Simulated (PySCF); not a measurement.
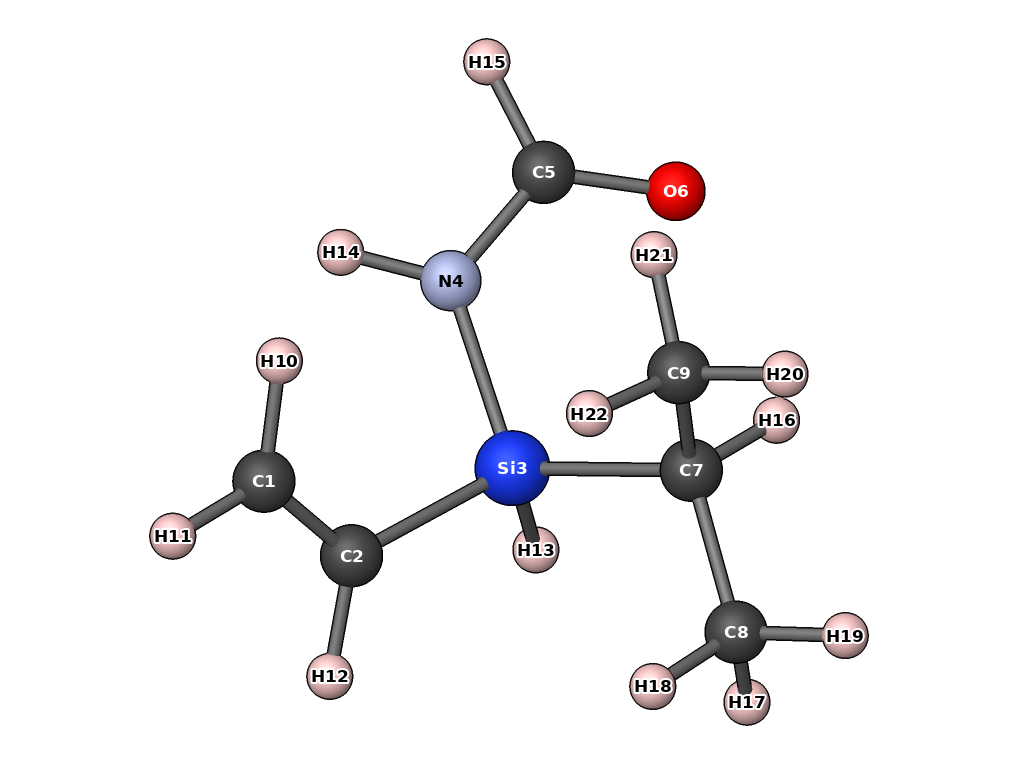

The questions are on isotropic NMR shieldings of the C atoms. The computed structure is the end point of a PBE0-D3(BJ)/def2-SVP optimisation. No frequency run is at hand to confirm it as a minimum. Method: GIAO PBE0/pcSseg-1 NMR shielding, non-relativistic, IEF-PCM chloroform (PySCF 2.14.0).

### Which C atom is the most shielded (lowest chemical shift)?

C7 (170.4 ppm).

### Which C atom is the least shielded (highest chemical shift)?

C5 (13.3 ppm).

### How wide is the range of C shifts?

157.1 ppm.

Give the isotropic NMR shieldings of the C atoms atom by atom.

```csv
atom,σ (ppm)
C1,38.0
C2,43.9
C5,13.3
C7,170.4
C8,168.3
C9,169.3
```
